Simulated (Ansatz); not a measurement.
**ZrClF3: the relaxed shape and its frontier levels**

What does ZrClF3 look like as a singlet, and where do its frontier electrons sit?

The runs use Ansatz 0.2.0, Gaussian basis; RKS PBE0-D4/def2-TZVP.

Levels to be run: relaxation at PBE-D4/def2-SVP; a search for the lowest solution at PBE0-D4/def2-SVP; a single point at PBE0-D4/def2-TZVP.

2 further runs of the same task are left out: 2 set aside as unsound or not needed.

## Step 1: The starting structure

5 atoms, charge 0, spin multiplicity 1.

Atoms are counted from 1 here; the program's logs count them from 0.

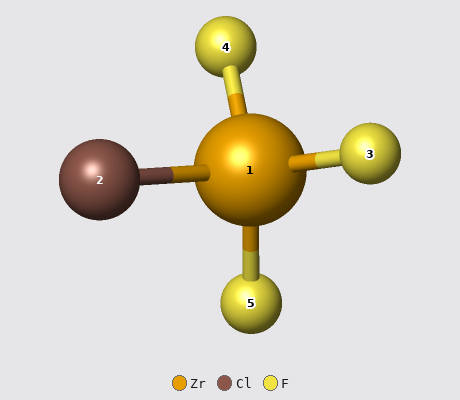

Start geometry, drawn with zirconium amber, chlorine brown, fluorine yellow; atoms are numbered from 1 in the order of the file.

Formally the metal is d0. Zr takes a core potential in the def2 sets. No spin-orbit coupling is included.

The start is a GFN2-xTB geometry.

## Step 2: Relaxation at PBE-D4/def2-SVP

File in.yaml:

```yaml
crystal:
  periodic: [false, false, false]
  atoms:
    - {symbol: Zr, position_ang: [-0.000440, 0.001030, -0.160780]}
    - {symbol: Cl, position_ang: [0.007450, -0.014520, 2.082940]}
    - {symbol: F, position_ang: [1.773850, 0.008930, -0.647370]}
    - {symbol: F, position_ang: [-0.894210, 1.540550, -0.626390]}
    - {symbol: F, position_ang: [-0.886640, -1.535990, -0.648400]}
basis:
  gaussian: {orbitals: def2-SVP}
hamiltonian: {xc: pbe, dispersion: d4}
scf: {omitted_lower_state_checks: [starts]}
output: {orbitals: {seedname: orbitals}}
relax: {f_tol: 0.02, max_steps: 100}
```

Command:

```console
$ ansatz run in.yaml --threads 4 --pin off --events-out ev --progress --plain --max-ram 3916MiB
```

Standard output, shortened:

```text
Functional definition: PBE
  name "PBE"
  cite "Perdew, Burke & Ernzerhof, Phys. Rev. Lett. 77, 3865 (1996) doi:10.1103/PhysRevLett.77.3865"
  parent pbe
[...]
917 factors; their error is unknown
[...]
mean field -21939.98917698 eV, -806.2797307951 hartree, gradient 4.9e-5 eV, S^2 0.000000; 0 other end points of the search recorded, 0 dependent functions left out
[...]
reference -21939.98925033 eV, -806.2797334908 hartree; 28, 28 occupied and 63, 63 virtual orbitals, 917 factors
relax step   1: F+E_penalty+E_count = -21940.10585105 eV  Δ(F+E_penalty+E_count) = +0.000e0 eV  max|allowed force component| = 2.242e0 eV/Å  Δτ_max = 0.0000 Å  (25 SCF iters, accepted)
[...]
relax step   3: F+E_penalty+E_count = -21940.48247795 eV  Δ(F+E_penalty+E_count) = -4.489e-3 eV  max|allowed force component| = 5.360e-2 eV/Å  Δτ_max = 0.0161 Å  (25 SCF iters, accepted)
[...]
relax step   4: F+E_penalty+E_count = -21940.48253764 eV  Δ(F+E_penalty+E_count) = -5.969e-5 eV  max|allowed force component| = 5.378e-3 eV/Å  Δτ_max = 0.0015 Å  (22 SCF iters, accepted)
[...]
917 factors; their error is unknown
mean field -21940.37225714 eV, -806.2938087316 hartree, gradient 2.6e-5 eV, S^2 0.000000; 0 other end points of the search recorded, 0 dependent functions left out
[...]
reference -21940.37233119 eV, -806.2938114527 hartree; 28, 28 occupied and 63, 63 virtual orbitals, 917 factors
Total energy: -21940.48261169 eV, -806.2978641864 hartree
Atom 0 at    -0.000300     0.000576    -0.081721 Å, force    -0.000092     0.000059    -0.005378 eV/Å
Atom 1 at     0.008323    -0.016026     2.272467 Å, force     0.000010    -0.000032     0.004698 eV/Å
Atom 2 at     1.786150     0.009606    -0.736782 Å, force    -0.002763    -0.000011     0.000211 eV/Å
Atom 3 at    -0.900901     1.552081    -0.716045 Å, force     0.001433    -0.002484     0.000223 eV/Å
Atom 4 at    -0.893263    -1.546237    -0.737919 Å, force     0.001412     0.002467     0.000247 eV/Å
Dipole moment:    -0.000147     0.000281    -0.039914 e Å
Checks for a lower state left out: starts
```

Run time: 6 s. Hardware: 4 threads of Arm Neoverse V1, shared host.

Relaxation path:

```csv
step,energy from step 1 (eV),largest force component (eV/Å)
1,0.0000,2.2424
2,-0.3721,0.2805
3,-0.3766,0.0536
4,-0.3767,0.0054
```

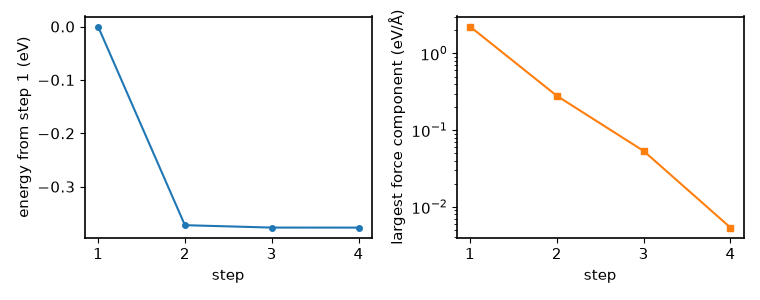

Energy and force, step by step.

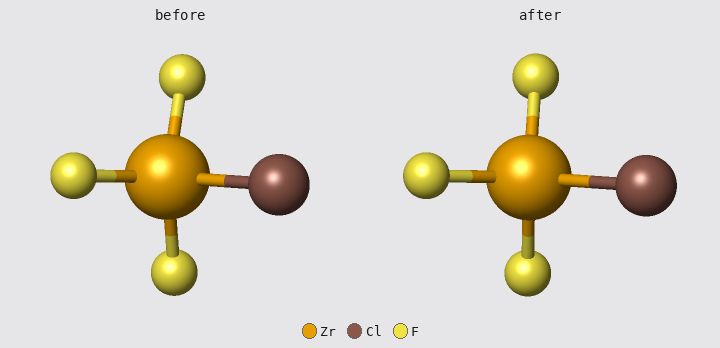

Before and after, at one scale.

Distances of close pairs at the start and the end, largest changes first:

| bond | before (Å) | after (Å) | change (Å) |
| --- | --- | --- | --- |
| Zr1–Cl2 | 2.244 | 2.354 | +0.110 |
| Zr1–F3 | 1.840 | 1.903 | +0.063 |
| Zr1–F5 | 1.840 | 1.903 | +0.063 |
| Zr1–F4 | 1.840 | 1.903 | +0.063 |

Bonds by kind at the end (by distance):

```
 bond  count  shortest (Å)  longest (Å)
 F–Zr      3         1.903        1.903
Cl–Zr      1         2.354        2.354
```

## Step 3: Searching for the lowest solution, PBE0-D4/def2-SVP

start.molden holds the orbitals of an earlier run on this state, given as this run's starting guess.

File in.yaml:

```yaml
crystal:
  periodic: [false, false, false]
  atoms:
    - {symbol: Zr, position_ang: [-0.000300, 0.000576, -0.081721]}
    - {symbol: Cl, position_ang: [0.008323, -0.016026, 2.272467]}
    - {symbol: F, position_ang: [1.786150, 0.009606, -0.736782]}
    - {symbol: F, position_ang: [-0.900901, 1.552081, -0.716045]}
    - {symbol: F, position_ang: [-0.893263, -1.546237, -0.737919]}
basis:
  gaussian: {orbitals: def2-SVP, initial_orbitals: start.molden}
hamiltonian: {xc: pbe0, dispersion: d4}
output: {orbitals: {seedname: orbitals}}
```

Same command.

Standard output:

```text
Functional definition: PBE0
  name "PBE0"
  cite "Adamo & Barone, J. Chem. Phys. 110, 6158 (1999) doi:10.1063/1.478522"
  cite "Perdew, Burke & Ernzerhof, Phys. Rev. Lett. 77, 3865 (1996) doi:10.1103/PhysRevLett.77.3865"
  parent pbe
  parameter a = 0.25
  parameter kappa = 0.804
  parameter beta = 0.06672455060314922
  exchange = (1 - a)*pbe_x(kappa = kappa, mu = beta*pi^2/3) + a*exact_x
  correlation = pbe_c(beta = beta)
866 factors; integrals over basis functions are off by at most 9.2e-4 eV
mean field evaluation 1: about -21940.1083 eV, gradient 7.5e0 eV
mean field evaluation 2: about -21940.2656 eV, gradient 3.0e-1 eV
mean field evaluation 4: about -21940.3493 eV, gradient 1.5e-3 eV
mean field evaluation 8: about -21934.4197 eV, gradient 5.9e1 eV
mean field evaluation 16: about -21940.3493 eV, gradient 4.1e-2 eV
mean field -21940.34927694 eV, -806.2929642246 hartree, gradient 2.3e-5 eV, S^2 0.000000; 1 other end points of the search recorded, 0 dependent functions left out
reference -21940.34933579 eV, -806.2929663875 hartree; 28, 28 occupied and 63, 63 virtual orbitals, 866 factors
Total energy: -21940.44418343 eV, -806.2964519738 hartree
```

Run time: 1.5 s. Hardware: 4 threads of Arm Neoverse V1, shared host.

Report: HOMO -9.94 eV, LUMO -1.85 eV.

## Step 4: Single point, PBE0-D4/def2-TZVP

Edit in.yaml of step 3 so:

```diff
@@ -9,4 +9,5 @@
 basis:
-  gaussian: {orbitals: def2-SVP, initial_orbitals: start.molden}
+  gaussian: {orbitals: def2-TZVP, initial_orbitals: start.molden}
 hamiltonian: {xc: pbe0, dispersion: d4}
+scf: {omitted_lower_state_checks: [starts]}
 output: {orbitals: {seedname: orbitals}}
```

Same command.

Standard output:

```text
Functional definition: PBE0
  name "PBE0"
  cite "Adamo & Barone, J. Chem. Phys. 110, 6158 (1999) doi:10.1063/1.478522"
  cite "Perdew, Burke & Ernzerhof, Phys. Rev. Lett. 77, 3865 (1996) doi:10.1103/PhysRevLett.77.3865"
  parent pbe
  parameter a = 0.25
  parameter kappa = 0.804
  parameter beta = 0.06672455060314922
  exchange = (1 - a)*pbe_x(kappa = kappa, mu = beta*pi^2/3) + a*exact_x
  correlation = pbe_c(beta = beta)
these checks for a lower state are left out or cut short: starts
1135 factors; their error is unknown
mean field evaluation 1: about -21950.3988 eV, gradient 2.2e2 eV
mean field evaluation 2: about -21954.6952 eV, gradient 4.5e0 eV
mean field evaluation 4: about -21954.8336 eV, gradient 1.6e-1 eV
mean field -21954.83362113 eV, -806.8252540558 hartree, gradient 3.8e-5 eV, S^2 0.000000; 0 other end points of the search recorded, 0 dependent functions left out
reference -21954.83367747 eV, -806.8252561262 hartree; 28, 28 occupied and 142, 142 virtual orbitals, 1135 factors
Total energy: -21954.92852510 eV, -806.8287417125 hartree
Checks for a lower state left out: starts
```

Wall time 2 s (4 threads of Arm Neoverse V1, shared host).

HOMO -10.03 eV, LUMO -1.95 eV.

Mulliken charges, from this run's orbitals:

```
atom  value (e)
 Zr1       1.71
 Cl2      -0.39
  F3      -0.44
  F4      -0.44
  F5      -0.44
```

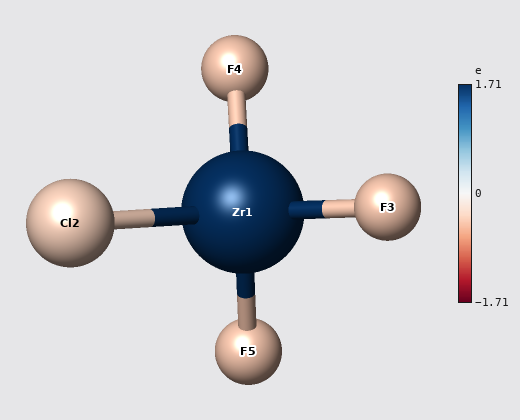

Mulliken charges, from this run's orbitals, as colours on the atoms.

Largest Mayer bond orders: Zr1–Cl2 1.04; Zr1–F3 0.93; Zr1–F4 0.93; Zr1–F5 0.93.

Orbitals, density, ELF and potential are computed afterwards from the orbital file.

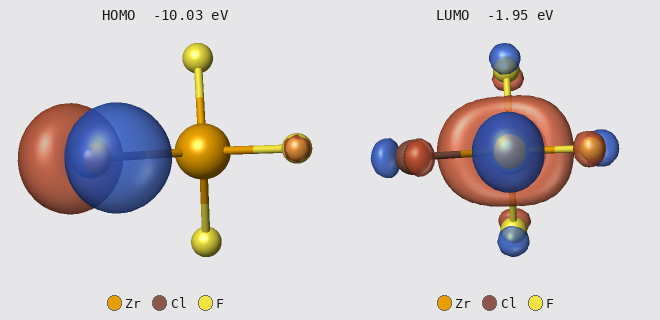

Frontier orbitals at PBE0-D4/def2-TZVP; each surface holds 70 % of the orbital's density, blue and red mark the sign.

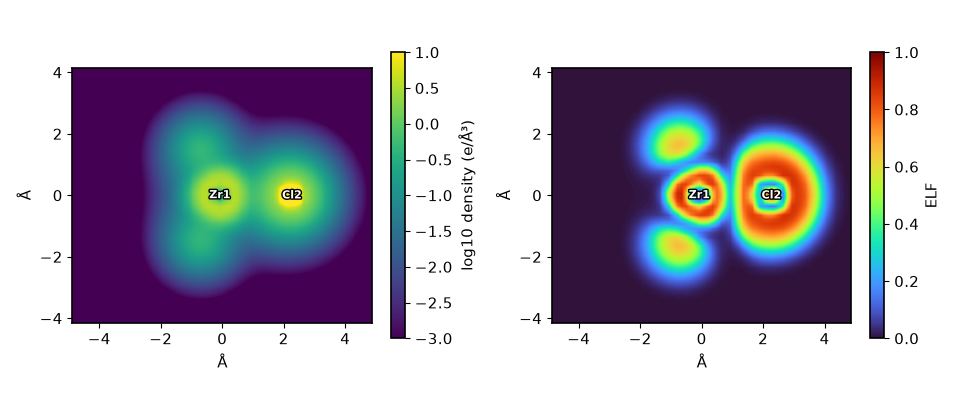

Density (left) and ELF (right) in a plane through or near 2 of the atoms.

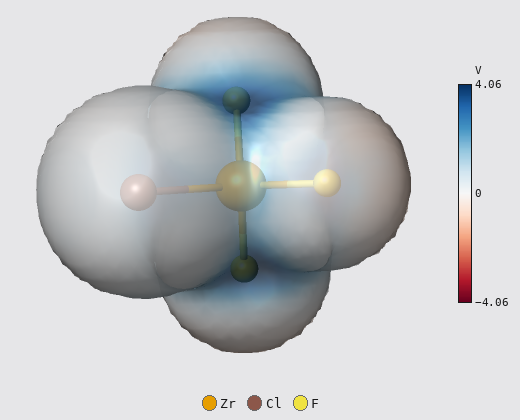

Electrostatic potential on the surface of density 0.002 e/bohr³; red is low, blue high. It runs from -0.67 V near F5 to 4.06 V near Zr1.

## Step 5: Outcome

```
                                         quantity                              value
                                      point group                                C3v
                     near neighbours of the metal  Cl 2.35, F 1.90, F 1.90, F 1.90 Å
                  HOMO, LUMO at PBE0-D4/def2-TZVP                   -10.03, -1.95 eV
charge on the metal (Mulliken, PBE0-D4/def2-TZVP)                            +1.71 e
                        dipole at PBE-D4/def2-SVP                             0.19 D
```

In words: The molecule keeps its bonding pattern by the stored test; the atoms moved 0.12 Å (rms). The metal has 4 near neighbours by the distance rule, from 1.90 to 2.35 Å. The Mulliken charge of the metal, +1.71 e, depends on the basis and isn't its oxidation state. No usable vibrations, so a minimum isn't proven. The HOMO lies nearest to Cl2 93 % and the LUMO to Zr1 68 %; Cl2 11 %. Whether this spin is the lowest isn't tested here.
